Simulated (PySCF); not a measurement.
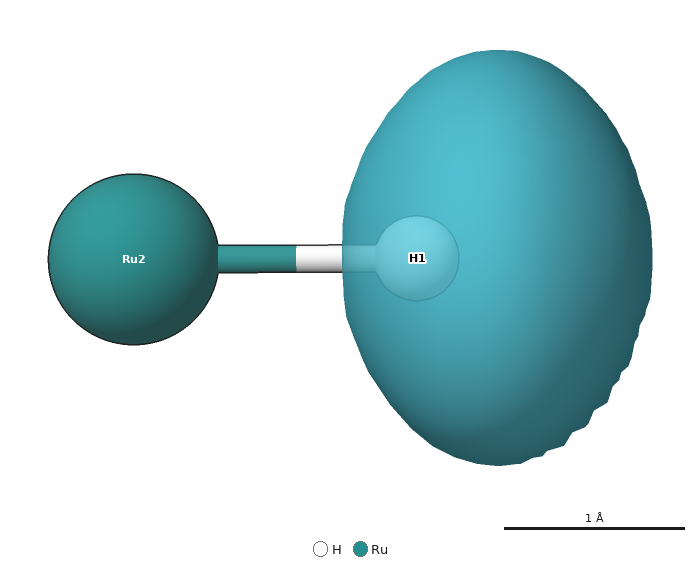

RuH (quartet). Isosurface of the electron localisation function at 0.75 (cyan), seen from one side. Only the valence region is drawn (cores and ρ < 0.01 e/Å³ removed).

Core potentials replace the inner electrons of Ru.

Level of theory: PySCF 2.14.0, PBE0/def2-TZVPPD, non-relativistic Hamiltonian with scalar-relativistic core potentials where named, at a bond length of 1.577 Å.

```xyz
2

H     0.0000    0.0000   -1.5616
Ru    0.0000    0.0000    0.0154
```

Describe the localisation domains.

Answer. At this value the surface marks out one region around a hydrogen nucleus.

Values along the shortest contacts:
Ru–H (1.58 Å): the ELF climbs to about 1 towards the hydrogen.
